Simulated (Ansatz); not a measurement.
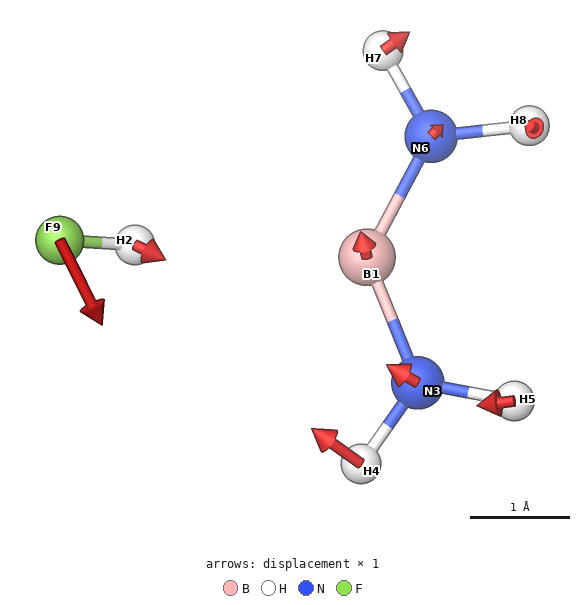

A relaxation of BN2H5F (multiplicity 2). The starting structure is drawn; red arrows show the displacements, at their true length. The two geometries are superimposed by the best rigid fit.

A ball-and-stick model, seen face on.

The run prepares an end point of a later path (reaction) calculation, from a guessed geometry.

These are results of UKS PBE0-D4/def2-SVP in Ansatz 0.2.0, not measurements. Set-up: collinear spin; force threshold 0.03 eV/Å; at most 50 steps.

> Atoms of which element are displaced furthest, and by how much?

Fluorine: up to 1.01 Å, against 0.66 Å for hydrogen.

> What did the optimiser do to the structure, and how much energy did it gain?

The energy falls by 0.115 eV in 16 accepted moves (20 points after the start). The largest force component goes from 0.42 to 0.017 eV/Å. The line search rejected the trial steps at points 7, 10, 14, 19 of the run. The atom that moves furthest after the best rigid fit is F9 (1.01 Å). By element the largest moves are F 1.01 Å, H 0.66 Å, N 0.39 Å, B 0.31 Å. Among the contacts that change: H2–F9 0.928 → 0.948 Å. Among the angles between lasting bonds that change: B1–N3–H4 123.0° → 120.2°.

Limits of the set-up: the start holds two separate molecules, 2.4 Å apart at their closest, whose relative position is a soft coordinate.
